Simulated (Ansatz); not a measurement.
# Ruthenium, simple cubic under m-r²SCAN: ground state and equation of state, part 2 of 2

Aim: take ruthenium in the simple cubic structure, relax it, solve it on a dense k-mesh, then scale the cell to 7 volumes from 88 to 112 % of the relaxed one and try a fit of the equation of state. The start is ferromagnetic. The k-meshes are 13×13×13 for the relaxation; 21×21×21 for the dense run; 21×21×21 for the volumes.

Ansatz 0.2.0; DFT, m-r2SCAN, plane waves (500 eV) with PAW, scalar-relativistic. Earlier steps stand in the parts before.

## Step 5: Equation of state: 92 %

This is Ru in the simple cubic structure; at room conditions it is hcp.

input.yaml reads:

```yaml
crystal:
  lattice:
    - [2.4221480752, 0.0, 0.0]
    - [0.0, 2.4221480752, 0.0]
    - [0.0, 0.0, 2.4221480752]
  atoms:
    - { symbol: Ru, position: [0.0, 0.0, 0.0], spin: 1.0 }
hamiltonian:
  xc: mr2scan
  pseudopotentials:
    kind: paw
    azcp:
      Ru: "pseudopotentials/Ru.paw.azcp"
basis:
  ecutwfc: 500
  fft_grid_basis: typed
kpoints:
  mp_grid: { grid: [21, 21, 21], shift: [0, 0, 0] }
magnetization:
  spin_polarized: true
scf:
  occupations: { method: fermi_dirac, width: 0.05 }
output:
  stress: true
```

Log (excerpt; [...] marks lines left out):

```text
Warning: RAYON_NUM_THREADS=2 ignored (pool sized by the plan → 2); use --threads N
[...]
Pseudopotentials: kind: paw
Pseudopotential: Ru, paw, valence charge 16, recommended cutoff 500 eV (meta_gga), <dir>
Functional definition: m-r2SCAN
[...]
Crystal: 1 atoms, lattice volume = 14.210 Å³
Basis set: ecut = 500 eV, 365 PW (Γ), exchange–correlation on 72×72×72 points (64 copies of the dense FFT grid, shifted against one another)
Bands: 13, of which v1, the nominal top of the filled ones, is band 8 counted from 1 (7 counted from 0)
Symmetry: 48 space group operations
Space group: Pm-3m (ITA 221), of the structure as read, at distance tolerance 2.4e-5 Å
Magnetic group: BNS 221.92 (UNI 1594), of the structure as read, at distance tolerance 2.4e-5 Å
k-points: 286 of 9261
[...]
Starting moments: Σ|m| = 1 μB on 1 of 1 site
[...]
SCF iter   1: F=—  HF=-5889.884530 eV  |F-HF|=—  |Δ(HF+E_count)|=         —  Δρ=5.69e-2 (↑5.69e-2 ↓3.83e-2)  dr2=1.09e0  dr2_τ=1.09e-2  dr2_m=4.71e-2  M=0.621 μB ∫|m|=0.621 μB  β_m=0.79  ethr=3.10e-3  ⟨swp⟩=5.9  Hψ=42054  notcnv=0
[...]
WARN: the starting moments were not kept: the SCF closed with an absolute magnetisation of 7.5e-7 μB, where they sum to 1 μB in size (1 site). That is at most 0.1 of that sum. Measured as dr2_m measures the in/out step, that magnetisation stands 2.7e-13 eV from none, at or under the [...]
this state was not tested for a lower state beside it, because the mixer in use, unlike msr1, does not test its closes by its own steps (another_mixer; see scf.mixing.algorithm and scf.lower_state_search)
SCF converged after 18 iterations
Magnetization: -0.0000 μB (8.0000 up, 8.0000 down)
Absolute magnetization: 0.0000 μB (∫|ρ↑−ρ↓|, with the PAW one-centre terms)
Spin contamination: 0.0000 ħ² per cell (⟨S²⟩ above its minimum at these occupations)
Per-site moments (μB) at R_I (Å): [(-6.529256662661217e-7, 0.9991360810200001)]
Free energy (F): -5889.454531 eV
[...]
E sigma→0 (E₀):  -5889.449077 eV
Entropy (-TS):   -0.010909 eV (-10.909 meV/atom)
Fermi energy:    22.475638 eV
[...]
--- Stress (GPa, compression-positive) ---
       24.519660       0.000000       0.000000
        0.000000      24.519660       0.000000
        0.000000       0.000000      24.519660
  P = ⅓ Tr σ = 24.5197 GPa (245.197 kbar)
```

Run time: 13 s. Hardware: 2 threads of an Arm CPU, shared host; peak memory 0.39 GiB.

## Step 6: Equation of state: 96 %

Changes to input.yaml since step 5:

```diff
@@ -2,5 +2,5 @@
   lattice:
-    - [2.4221480752, 0.0, 0.0]
-    - [0.0, 2.4221480752, 0.0]
-    - [0.0, 0.0, 2.4221480752]
+    - [2.4567548661, 0.0, 0.0]
+    - [0.0, 2.4567548661, 0.0]
+    - [0.0, 0.0, 2.4567548661]
   atoms:
```

Log (excerpt; [...] marks lines left out):

```text
Warning: RAYON_NUM_THREADS=2 ignored (pool sized by the plan → 2); use --threads N
[...]
[... 3 set-up lines as earlier in the session ...]
[...]
Crystal: 1 atoms, lattice volume = 14.828 Å³
Basis set: ecut = 500 eV, 389 PW (Γ), exchange–correlation on 72×72×72 points (64 copies of the dense FFT grid, shifted against one another)
Bands: 13, of which v1, the nominal top of the filled ones, is band 8 counted from 1 (7 counted from 0)
[... 2 set-up lines as earlier in the session ...]
Magnetic group: BNS 221.92 (UNI 1594), of the structure as read, at distance tolerance 2.5e-5 Å
k-points: 286 of 9261
[...]
Starting moments: Σ|m| = 1 μB on 1 of 1 site
[...]
SCF iter   1: F=—  HF=-5889.980117 eV  |F-HF|=—  |Δ(HF+E_count)|=         —  Δρ=5.47e-2 (↑5.47e-2 ↓3.79e-2)  dr2=1.11e0  dr2_τ=1.11e-2  dr2_m=4.14e-2  M=0.647 μB ∫|m|=0.647 μB  β_m=0.85  ethr=3.10e-3  ⟨swp⟩=5.9  Hψ=42342  notcnv=0
[...]
WARN: the starting moments were not kept: the SCF closed with an absolute magnetisation of 1.5e-6 μB, where they sum to 1 μB in size (1 site). That is at most 0.1 of that sum. Measured as dr2_m measures the in/out step, that magnetisation stands 8.9e-13 eV from none, at or under the [...]
this state was not tested for a lower state beside it, because the mixer in use, unlike msr1, does not test its closes by its own steps (another_mixer; see scf.mixing.algorithm and scf.lower_state_search)
SCF converged after 19 iterations
Magnetization: -0.0000 μB (8.0000 up, 8.0000 down)
Absolute magnetization: 0.0000 μB (∫|ρ↑−ρ↓|, with the PAW one-centre terms)
Spin contamination: 0.0000 ħ² per cell (⟨S²⟩ above its minimum at these occupations)
Per-site moments (μB) at R_I (Å): [(-1.25515242073571e-6, 1.01341138226625)]
Free energy (F): -5889.521963 eV
[...]
E sigma→0 (E₀):  -5889.516186 eV
Entropy (-TS):   -0.011555 eV (-11.555 meV/atom)
Fermi energy:    21.304884 eV
[...]
--- Stress (GPa, compression-positive) ---
       10.965884       0.000000       0.000000
        0.000000      10.965884       0.000000
       -0.000000       0.000000      10.965884
  P = ⅓ Tr σ = 10.9659 GPa (109.659 kbar)
```

It took 12 s on 2 threads of an Arm CPU, shared host; peak memory 0.39 GiB.

## Step 7: Equation of state: 100 %

Changes to input.yaml since step 6:

```diff
@@ -2,5 +2,5 @@
   lattice:
-    - [2.4567548661, 0.0, 0.0]
-    - [0.0, 2.4567548661, 0.0]
-    - [0.0, 0.0, 2.4567548661]
+    - [2.4904132249, 0.0, 0.0]
+    - [0.0, 2.4904132249, 0.0]
+    - [0.0, 0.0, 2.4904132249]
   atoms:
```

Log (excerpt; [...] marks lines left out):

```text
Warning: RAYON_NUM_THREADS=2 ignored (pool sized by the plan → 2); use --threads N
[...]
[... 3 set-up lines as earlier in the session ...]
[...]
Crystal: 1 atoms, lattice volume = 15.446 Å³
Basis set: ecut = 500 eV, 389 PW (Γ), exchange–correlation on 80×80×80 points (64 copies of the dense FFT grid, shifted against one another)
Bands: 13, of which v1, the nominal top of the filled ones, is band 8 counted from 1 (7 counted from 0)
[... 2 set-up lines as earlier in the session ...]
Magnetic group: BNS 221.92 (UNI 1594), of the structure as read, at distance tolerance 2.5e-5 Å
k-points: 286 of 9261
[...]
Starting moments: Σ|m| = 1 μB on 1 of 1 site
[...]
SCF iter   1: F=—  HF=-5890.010824 eV  |F-HF|=—  |Δ(HF+E_count)|=         —  Δρ=5.26e-2 (↑5.26e-2 ↓3.74e-2)  dr2=1.13e0  dr2_τ=1.15e-2  dr2_m=3.65e-2  M=0.671 μB ∫|m|=0.672 μB  β_m=0.91  ethr=3.10e-3  ⟨swp⟩=6.0  Hψ=42500  notcnv=0
[...]
WARN: the starting moments were not kept: the SCF closed with an absolute magnetisation of 4.2e-6 μB, where they sum to 1 μB in size (1 site). That is at most 0.1 of that sum. Measured as dr2_m measures the in/out step, that magnetisation stands 8.5e-12 eV from none, at or under the [...]
this state was not tested for a lower state beside it, because the mixer in use, unlike msr1, does not test its closes by its own steps (another_mixer; see scf.mixing.algorithm and scf.lower_state_search)
SCF converged after 17 iterations
Magnetization: -0.0000 μB (8.0000 up, 8.0000 down)
Absolute magnetization: 0.0000 μB (∫|ρ↑−ρ↓|, with the PAW one-centre terms)
Spin contamination: 0.0000 ħ² per cell (⟨S²⟩ above its minimum at these occupations)
Per-site moments (μB) at R_I (Å): [(-3.73241204871948e-6, 1.02729545527125)]
Free energy (F): -5889.542646 eV
[...]
E sigma→0 (E₀):  -5889.536562 eV
Entropy (-TS):   -0.012169 eV (-12.169 meV/atom)
Fermi energy:    20.226003 eV
[...]
--- Stress (GPa, compression-positive) ---
        0.167543      -0.000000       0.000000
        0.000000       0.167543       0.000000
       -0.000000       0.000000       0.167543
  P = ⅓ Tr σ = 0.1675 GPa (1.675 kbar)
```

Run time: 12 s. Hardware: 2 threads of an Arm CPU, shared host; peak memory 0.41 GiB.

## Step 8: Equation of state: 104 %

Changes to input.yaml since step 7:

```diff
@@ -2,5 +2,5 @@
   lattice:
-    - [2.4904132249, 0.0, 0.0]
-    - [0.0, 2.4904132249, 0.0]
-    - [0.0, 0.0, 2.4904132249]
+    - [2.5231855782, 0.0, 0.0]
+    - [0.0, 2.5231855782, 0.0]
+    - [0.0, 0.0, 2.5231855782]
   atoms:
```

Log (excerpt; [...] marks lines left out):

```text
Warning: RAYON_NUM_THREADS=2 ignored (pool sized by the plan → 2); use --threads N
[...]
[... 3 set-up lines as earlier in the session ...]
[...]
Crystal: 1 atoms, lattice volume = 16.064 Å³
Basis set: ecut = 500 eV, 437 PW (Γ), exchange–correlation on 80×80×80 points (64 copies of the dense FFT grid, shifted against one another)
Bands: 13, of which v1, the nominal top of the filled ones, is band 8 counted from 1 (7 counted from 0)
[... 2 set-up lines as earlier in the session ...]
Magnetic group: BNS 221.92 (UNI 1594), of the structure as read, at distance tolerance 2.5e-5 Å
k-points: 286 of 9261
[...]
Starting moments: Σ|m| = 1 μB on 1 of 1 site
[...]
SCF iter   1: F=—  HF=-5889.992018 eV  |F-HF|=—  |Δ(HF+E_count)|=         —  Δρ=5.05e-2 (↑5.05e-2 ↓3.70e-2)  dr2=1.14e0  dr2_τ=1.18e-2  dr2_m=3.24e-2  M=0.695 μB ∫|m|=0.695 μB  β_m=0.98  ethr=3.10e-3  ⟨swp⟩=5.9  Hψ=42479  notcnv=0
[...]
WARN: the starting moments were not kept: the SCF closed with an absolute magnetisation of 4.5e-6 μB, where they sum to 1 μB in size (1 site). That is at most 0.1 of that sum. Measured as dr2_m measures the in/out step, that magnetisation stands 9.7e-12 eV from none, at or under the [...]
this state was not tested for a lower state beside it, because the mixer in use, unlike msr1, does not test its closes by its own steps (another_mixer; see scf.mixing.algorithm and scf.lower_state_search)
SCF converged after 17 iterations
Magnetization: -0.0000 μB (8.0000 up, 8.0000 down)
Absolute magnetization: 0.0000 μB (∫|ρ↑−ρ↓|, with the PAW one-centre terms)
Spin contamination: 0.0000 ħ² per cell (⟨S²⟩ above its minimum at these occupations)
Per-site moments (μB) at R_I (Å): [(-3.99829796094452e-6, 1.0408140510075001)]
Free energy (F): -5889.526087 eV
[...]
E sigma→0 (E₀):  -5889.519706 eV
Entropy (-TS):   -0.012763 eV (-12.763 meV/atom)
Fermi energy:    19.228930 eV
[...]
--- Stress (GPa, compression-positive) ---
       -8.429274       0.000000       0.000000
        0.000000      -8.429274      -0.000000
        0.000000       0.000000      -8.429274
  P = ⅓ Tr σ = -8.4293 GPa (-84.293 kbar)
```

Wall time 12 s (2 threads of an Arm CPU, shared host); peak memory 0.41 GiB.

## Step 9: Equation of state: 108 %

Changes to input.yaml since step 8:

```diff
@@ -2,5 +2,5 @@
   lattice:
-    - [2.5231855782, 0.0, 0.0]
-    - [0.0, 2.5231855782, 0.0]
-    - [0.0, 0.0, 2.5231855782]
+    - [2.5551280271, 0.0, 0.0]
+    - [0.0, 2.5551280271, 0.0]
+    - [0.0, 0.0, 2.5551280271]
   atoms:
```

Log (excerpt; [...] marks lines left out):

```text
Warning: RAYON_NUM_THREADS=2 ignored (pool sized by the plan → 2); use --threads N
[...]
[... 3 set-up lines as earlier in the session ...]
[...]
Crystal: 1 atoms, lattice volume = 16.682 Å³
Basis set: ecut = 500 eV, 437 PW (Γ), exchange–correlation on 80×80×80 points (64 copies of the dense FFT grid, shifted against one another)
Bands: 13, of which v1, the nominal top of the filled ones, is band 8 counted from 1 (7 counted from 0)
[... 1 set-up line as earlier in the session ...]
Space group: Pm-3m (ITA 221), of the structure as read, at distance tolerance 2.6e-5 Å
Magnetic group: BNS 221.92 (UNI 1594), of the structure as read, at distance tolerance 2.6e-5 Å
k-points: 286 of 9261
[...]
Starting moments: Σ|m| = 1 μB on 1 of 1 site
[...]
SCF iter   1: F=—  HF=-5889.935533 eV  |F-HF|=—  |Δ(HF+E_count)|=         —  Δρ=4.84e-2 (↑4.84e-2 ↓3.66e-2)  dr2=1.14e0  dr2_τ=1.22e-2  dr2_m=2.89e-2  M=0.718 μB ∫|m|=0.718 μB  β_m=1.00  ethr=3.10e-3  ⟨swp⟩=5.9  Hψ=42542  notcnv=0
[...]
WARN: the starting moments were not kept: the SCF closed with an absolute magnetisation of 6.0e-7 μB, where they sum to 1 μB in size (1 site). That is at most 0.1 of that sum. Measured as dr2_m measures the in/out step, that magnetisation stands 1.1e-13 eV from none, at or under the [...]
this state was not tested for a lower state beside it, because the mixer in use, unlike msr1, does not test its closes by its own steps (another_mixer; see scf.mixing.algorithm and scf.lower_state_search)
SCF converged after 19 iterations
Magnetization: -0.0000 μB (8.0000 up, 8.0000 down)
Absolute magnetization: 0.0000 μB (∫|ρ↑−ρ↓|, with the PAW one-centre terms)
Spin contamination: 0.0000 ħ² per cell (⟨S²⟩ above its minimum at these occupations)
Per-site moments (μB) at R_I (Å): [(-4.381349894758932e-7, 1.05399031117875)]
Free energy (F): -5889.479908 eV
[...]
E sigma→0 (E₀):  -5889.473226 eV
Entropy (-TS):   -0.013364 eV (-13.364 meV/atom)
Fermi energy:    18.305164 eV
[...]
--- Stress (GPa, compression-positive) ---
      -15.257079      -0.000000       0.000000
        0.000000     -15.257079      -0.000000
        0.000000       0.000000     -15.257079
  P = ⅓ Tr σ = -15.2571 GPa (-152.571 kbar)
```

Run time: 13 s. Hardware: 2 threads of an Arm CPU, shared host; peak memory 0.42 GiB.

## Step 10: Equation of state: 112 %

Changes to input.yaml since step 9:

```diff
@@ -2,5 +2,5 @@
   lattice:
-    - [2.5551280271, 0.0, 0.0]
-    - [0.0, 2.5551280271, 0.0]
-    - [0.0, 0.0, 2.5551280271]
+    - [2.5862911963, 0.0, 0.0]
+    - [0.0, 2.5862911963, 0.0]
+    - [0.0, 0.0, 2.5862911963]
   atoms:
```

Log (excerpt; [...] marks lines left out):

```text
Warning: RAYON_NUM_THREADS=2 ignored (pool sized by the plan → 2); use --threads N
[...]
[... 3 set-up lines as earlier in the session ...]
[...]
Crystal: 1 atoms, lattice volume = 17.299 Å³
Basis set: ecut = 500 eV, 461 PW (Γ), exchange–correlation on 80×80×80 points (64 copies of the dense FFT grid, shifted against one another)
Bands: 13, of which v1, the nominal top of the filled ones, is band 8 counted from 1 (7 counted from 0)
[... 2 set-up lines as earlier in the session ...]
Magnetic group: BNS 221.92 (UNI 1594), of the structure as read, at distance tolerance 2.6e-5 Å
k-points: 286 of 9261
[...]
Starting moments: Σ|m| = 1 μB on 1 of 1 site
[...]
SCF iter   1: F=—  HF=-5889.849785 eV  |F-HF|=—  |Δ(HF+E_count)|=         —  Δρ=4.65e-2 (↑4.65e-2 ↓3.61e-2)  dr2=1.14e0  dr2_τ=1.26e-2  dr2_m=2.60e-2  M=0.740 μB ∫|m|=0.740 μB  β_m=1.00  ethr=3.10e-3  ⟨swp⟩=5.9  Hψ=42483  notcnv=0
[...]
WARN: the starting moments were not kept: the SCF closed with an absolute magnetisation of 2.3e-6 μB, where they sum to 1 μB in size (1 site). That is at most 0.1 of that sum. Measured as dr2_m measures the in/out step, that magnetisation stands 2.5e-12 eV from none, at or under the [...]
this state was not tested for a lower state beside it, because the mixer in use, unlike msr1, does not test its closes by its own steps (another_mixer; see scf.mixing.algorithm and scf.lower_state_search)
SCF converged after 19 iterations
Magnetization: -0.0000 μB (8.0000 up, 8.0000 down)
Absolute magnetization: 0.0000 μB (∫|ρ↑−ρ↓|, with the PAW one-centre terms)
Spin contamination: 0.0000 ħ² per cell (⟨S²⟩ above its minimum at these occupations)
Per-site moments (μB) at R_I (Å): [(-2.0868951566598426e-6, 1.0668451184737502)]
Free energy (F): -5889.410252 eV
[...]
E sigma→0 (E₀):  -5889.403261 eV
Entropy (-TS):   -0.013981 eV (-13.981 meV/atom)
Fermi energy:    17.447295 eV
[...]
--- Stress (GPa, compression-positive) ---
      -20.655065      -0.000000       0.000000
       -0.000000     -20.655065       0.000000
        0.000000       0.000000     -20.655065
  P = ⅓ Tr σ = -20.6551 GPa (-206.551 kbar)
```

Run time: 13 s. Hardware: 2 threads of an Arm CPU, shared host; peak memory 0.42 GiB.

## Step 11: Energy and pressure against volume

All volumes keep the relaxed shape and fractional coordinates.

```
V (Å³/atom)  E − E₀ (meV/atom)  P from the stress (GPa)  P from the fit (GPa)
     13.592              213.2                    41.54                 41.51
     14.210               87.4                    24.52                 24.42
     14.828               20.3                    10.97                 10.87
     15.446                0.0                     0.17                  0.09
     16.064               16.8                    -8.43                 -8.49
     16.682               63.3                   -15.26                -15.33
     17.299              133.3                   -20.66                -20.78
```

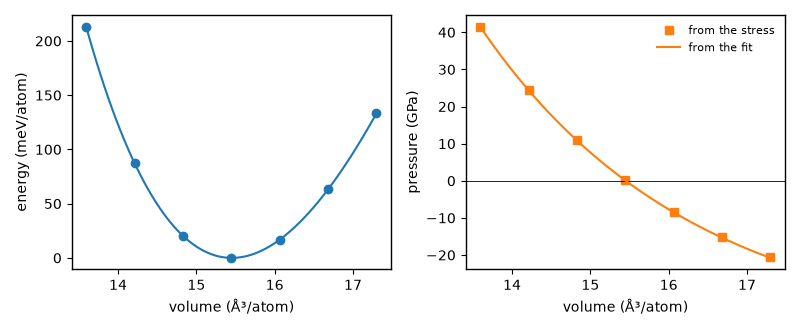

Energy and pressure against volume; the lines are the Birch-Murnaghan fit.

A third-order Birch-Murnaghan fit gives V₀ = 15.452 Å³/atom, B₀ = 239 GPa and B₀′ = 4.7; it misses no point by more than 0.05 meV/atom.

Fit and stress differ a little: one follows E(σ → 0), the other the smeared free energy.

## Step 12: Outcome

The summary covers parts 1 to 2.

| quantity | value |
| --- | --- |
| space group (spins left aside) | Pm-3m (No. 221) |
| conventional cell | a = 2.490 Å |
| volume | 15.446 Å³/atom |
| shortest distance | 2.490 Å |
| gap on the mesh | none (levels filled in part) |
| magnetic state | non-magnetic |
| relative to hcp | +1171 meV/atom |
| V₀, B₀, B₀′ | 15.452 Å³/atom, 239 GPa, 4.7 |

What this shows: The relaxation enlarged the cell by 5.5 % in volume. Against the reference form of ruthenium (hcp, computed apart with the same settings) it stands 1171 meV/atom higher, so it is far from stable. The starting moments do not survive. Levels at the Fermi energy are filled in part, as in a metal. The fitted modulus is 239 GPa. The symmetry was held, so the structure may be unstable against distortions that break it.
